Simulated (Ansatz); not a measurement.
Cubic perovskite CsHgCl3 was calculated with r²SCAN+SOC (plane waves, PAW; Ansatz, a quantum-chemistry and plane-wave program).

Run with plane-wave cutoff 560 eV, 10×10×10 k mesh, Fermi–Dirac smearing 0.05 eV, PAW data made under PBE.

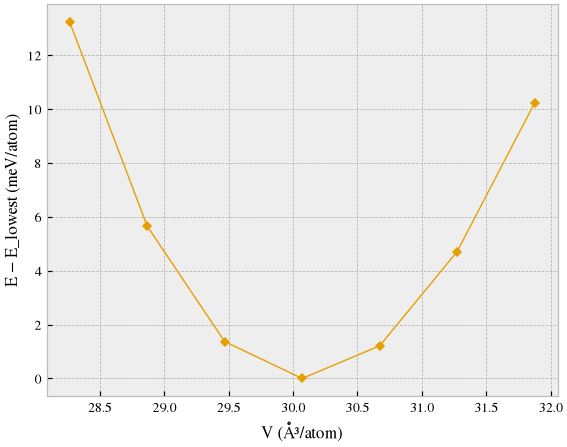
Total energy against volume

Question: From the curve, estimate the equilibrium volume and the bulk modulus.

Answer: V0 ≈ 30.1 Å³/atom and B0 ≈ 34 GPa; the fit gives V0 = 30.077 Å³/atom, B0 = 34.3 GPa, B′ = 5.1.

Measured, for comparison: equilibrium volume per atom 31.67 Å³/atom (temperature not stated, not corrected to a static lattice; as tabulated in Moreira and Dias (2007), arXiv:cond-mat/0703451). Computed (rounded) less measured: equilibrium volume per atom -5.0 %.

Note: the relaxation could not lower the start's symmetry, so the cell can be a saddle point above a distorted one; the volume lies 7 % below that of the published cell.

Static lattice: no zero-point or thermal effects.

Computing time: about 70 core-minutes (a rough figure).
